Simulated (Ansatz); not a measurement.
**AlF2H3O: density, localisation and related maps**

```xyz
7

Al    0.0059    0.4574   -0.0969
O    -0.0391    0.0957    1.8581
H    -0.7978   -0.3759    2.2349
F     1.4344   -0.2504   -0.5974
H    -1.3579   -0.1521   -0.5978
F     0.0985    2.1100    0.2289
H     0.0076    0.9738    2.2762
```

Level of theory: RKS B3LYP/def2-SVP (Ansatz).

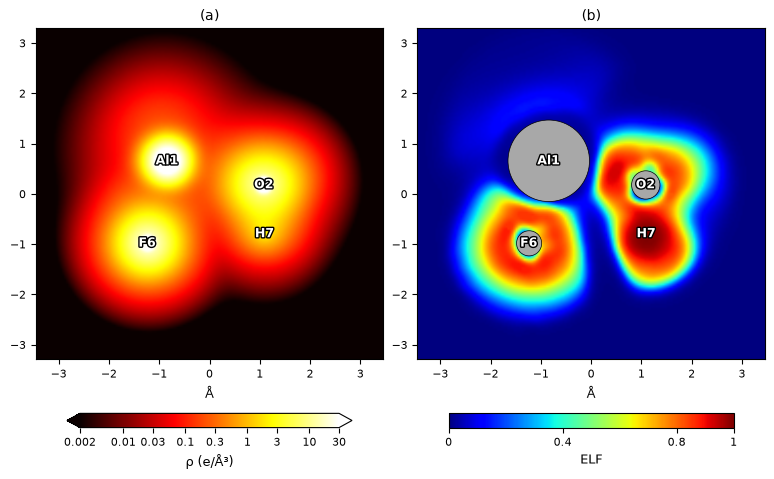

Figure 1. (a) total electron density; (b) ELF on the plane of atoms Al1, O2 and H7. Grey discs cover the atomic cores in the ELF map.

Q: What does the map show?

A: Atoms in the plane: Al, O, F and H.
Al–F (1.69 Å): ρ at the midpoint is about 0.76 e/Å³; the ELF peaks at about 0.85 in the valence shell of F, 0.5 Å from its nucleus, and is about 0.30 at the midpoint.
Al–O (1.99 Å): the density is about 0.42 e/Å³ at the midpoint; the ELF peaks at about 0.90 in the valence shell of O, 0.7 Å from its nucleus, and is about 0.45 at the midpoint.
O–H (0.97 Å): the density is about 3.7 e/Å³ at the midpoint; the ELF climbs to about 1 towards the hydrogen, as it does in any bond to H: a covalent bond by its length.
The ELF also peaks beside F6, away from the bonds: lone-pair regions.

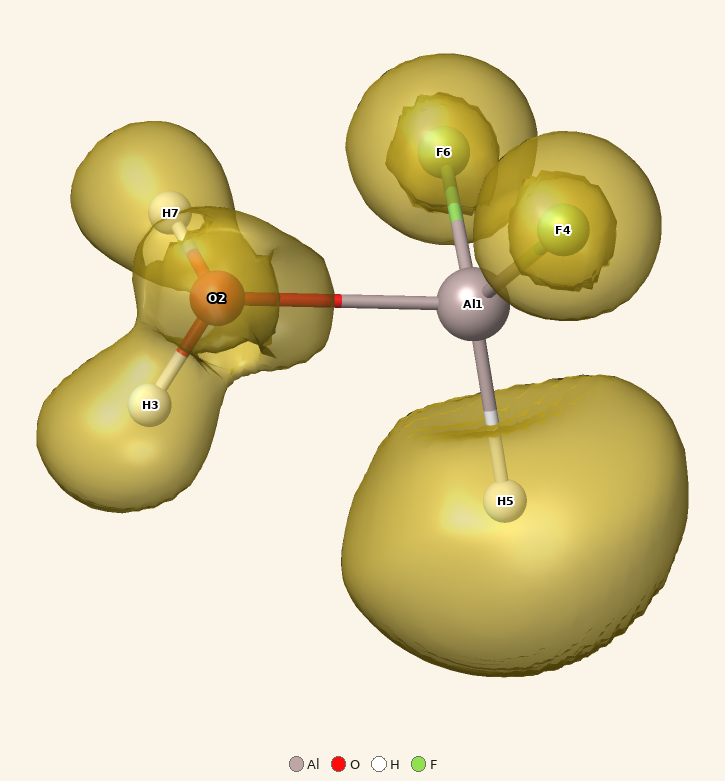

Figure 2. Isosurface of the ELF at 0.8 (yellow), seen at a tilt. Only the valence region is drawn (cores and ρ < 0.01 e/Å³ removed).

Q: Identify the bonds, lone pairs and shells in this picture.

A: At this value the surface marks out one region around a hydrogen nucleus, two regions wrapped around F (the valence shell of each) and one joined region spread over several atoms (H, O), in which their bonds and any lone pairs are merged. Along the contacts the grid gives the following. Al–F (1.67 Å): the ELF peaks at about 0.85 in the valence shell of F, 0.6 Å from its nucleus, and is about 0.30 at the midpoint.

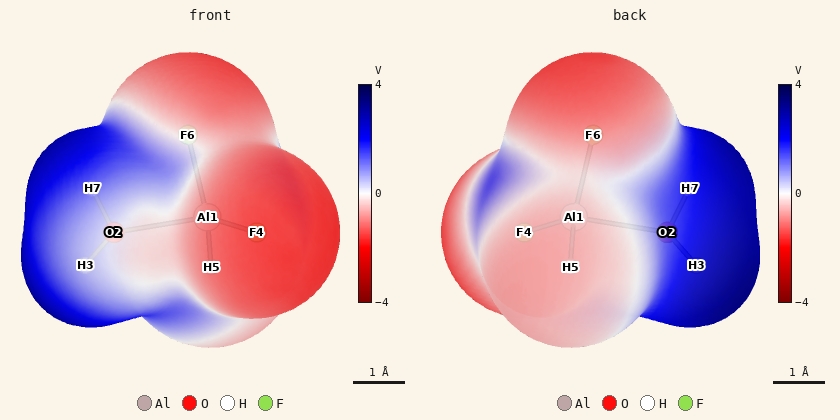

Figure 3. The electrostatic potential painted on the density surface at 0.001 e/bohr³, seen from the front and from behind; the colour scale runs from red (negative) to blue (positive).

Q: Describe the electrostatic potential map.

A: The most negative region (about −1.7 V) lies over F4, the most positive (about +3.3 V) over H3.

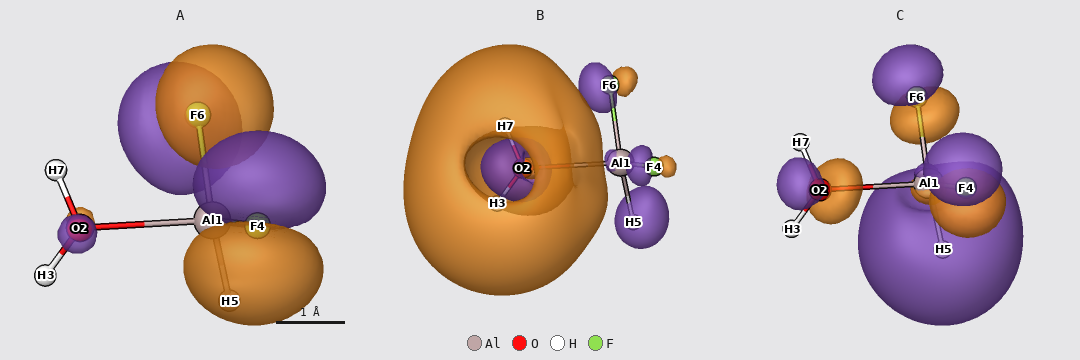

Figure 4. Three frontier orbitals at ±0.08 Å⁻³ᐟ² (orange and purple are the two phases), in no order.

Q: Order the three orbitals by energy and name them.

A: A is the HOMO−1 (−9.78 eV). Its weight (Hirshfeld) is mainly on F4 (about 55 %) and F6 (about 40 %); largely a combination of lone pairs on F4 and F6. C is the HOMO (−8.55 eV). It lies mainly on H5 (about 50 %), Al1 (about 30 %), F4 (about 10 %) and F6 (about 5 %). B is the LUMO (−0.59 eV). Its weight (Hirshfeld) is mainly on H3 (about 35 %), O2 (about 25 %), H7 (about 20 %) and Al1 (about 15 %).

Q: What is the HOMO–LUMO gap?

A: 7.96 eV between the orbital energies.
